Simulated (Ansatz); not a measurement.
The figure comes from a scan of CoO (rock salt): one Co atom of a 2-atom cell moves by s towards the nearest neighbour, with its periodic images. These are PBE (plane waves to 420 eV, PAW, scalar-relativistic; Ansatz, a program for electronic structure) values and carry that method's errors. k mesh 15×15×15 (Γ-centred), Fermi-Dirac smearing 0.05 eV. Energies are smeared free energies. With partly filled bands, energies and forces of such displacements shift with the k mesh and the smearing. CoO is run spin-polarised and with no Hubbard U; the real compound is an antiferromagnetic insulator, a state that this run doesn't describe. CoO was relaxed with its symmetry unable to fall. Relaxed CoO ends ferromagnetic. Other magnetic orders were not checked, so this need not be the ground state. ΔE is measured from the undisplaced structure.

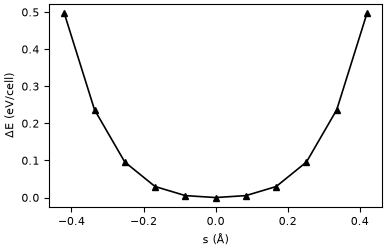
Figure. ΔE (eV/cell) against s (Å); one marker a computed point.

Q: Turn the plot into a table (rounded to what can be read).

A: To the nearest 0.01:

```tsv
s (Å)	ΔE (eV/cell)
-0.420	0.50
-0.336	0.24
-0.252	0.10
-0.168	0.03
-0.084	0.01
0.000	0.00
0.084	0.01
0.168	0.03
0.252	0.10
0.336	0.24
0.420	0.50
```

(A displaced cell: forces are minus the slopes of the energy, force constants its curvatures, and phonons follow from these.)
